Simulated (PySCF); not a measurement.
# C₄H₄AlCl: what the fields show

Input

```
{"job": {"kind": "nmr", "xc": "PBE0", "basis": "pcSseg-1"}, "charge": 0, "multiplicity": 1}
C      2.679451     1.025435     0.648652
C      1.795227     0.264697     0.325407
Al     0.448080    -1.023630    -0.232610
Cl     1.066849    -2.764932    -1.064418
C     -1.465445    -0.602748     0.027355
C     -1.805144     0.560041     0.581548
H      3.441834     1.696284     0.935812
H     -2.270695    -1.283256    -0.259357
H     -1.050772     1.272275     0.885833
H     -2.830503     0.860488     0.758012
```

Command:

```sh
OMP_NUM_THREADS=1 python probes_run.py task.json out
```

Geometry: GFN2-xTB.

The calculation used PySCF, PBE0/pcSseg-1, SCF density, gas phase, non-relativistic.

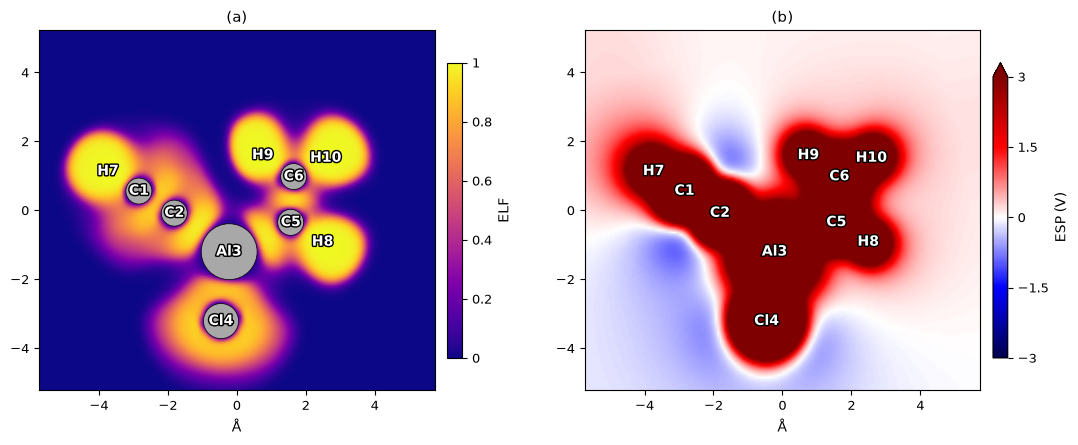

Figure 1. (a) electron localisation function; (b) molecular electrostatic potential on the molecular plane. Grey discs cover the atomic cores in the ELF map.

> Read the bonding off the picture.

The plane passes through C, Al, Cl and H nuclei. C–C (1.21 Å): the ELF peaks at about 0.85 between the atoms; a short, multiple covalent bond. C–Al (1.95 Å): the ELF peaks at about 0.95 between the atoms, as expected for a shared but strongly polarised pair. Al–Cl (2.03 Å): the ELF peaks at about 0.85 in the valence shell of Cl, 0.9 Å from its nucleus, and is about 0.80 at the midpoint. C–H (1.06 Å): the ELF climbs to about 1 towards the hydrogen, as it does in any bond to H: a covalent bond by its length. C–C (1.33 Å): the ELF peaks at about 0.95 between the atoms (a multiple bond). The ELF also peaks beside Cl4, away from the bonds: lone-pair regions. Outside the dense part of the molecule the potential is most negative (−0.9 V) near C2.

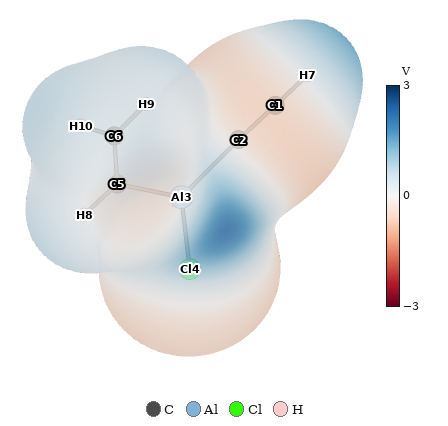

Figure 2. The electrostatic potential painted on the density surface at 0.001 e/bohr³, seen at a tilt; the colour scale runs from red (negative) to blue (positive).

> Where is the surface potential most negative and most positive?

The most negative region (about −0.7 V) lies over C1 and C2, the most positive (about +2.1 V) over Al3.

> How polar is the molecule by this calculation?

Its dipole moment is 1.85 D.
